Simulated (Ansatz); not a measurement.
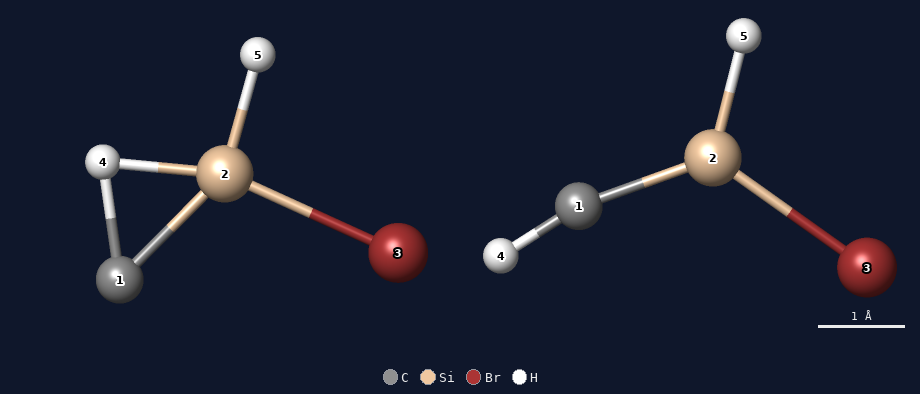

Two geometries of CH2BrSi (multiplicity 2), drawn at one scale. One is the start of a relaxation, the other its converged end. Style: ball-and-stick. Shown face on.

Method: Ansatz, UKS PBE-D4/def2-SVP. Set-up: collinear spin; force threshold 0.02 eV/Å; at most 50 steps.

Which geometry has the lower energy?

The right one is the relaxed one. The run prepares an end point of a later path (hydrogen shift) calculation, from a guessed geometry. H4 moves most after the best rigid fit: 1.33 Å. Largest moves by element: H 1.33 Å, C 0.87 Å, Si 0.38 Å, Br 0.20 Å. Among the contacts that change: Si2–H4 1.440 → 2.759 Å, C1–H4 1.404 → 1.091 Å, C1–Si2 1.765 → 1.684 Å, Si2–H5 1.464 → 1.489 Å. Bonds break: Si2–H4 (1.44 → 2.76 Å). Among the angles between lasting bonds that change: Si2–C1–H4 52.6° → 167.4°, C1–Si2–H5 151.0° → 124.3°, C1–Si2–Br3 110.1° → 124.4°. Over 12 accepted moves (13 points after the start) the energy falls by 294.3 kJ/mol. Largest force component: 4.4 eV/Å at the start, 0.0051 eV/Å at the end. The line search rejected the trial step at point 10 of the run.
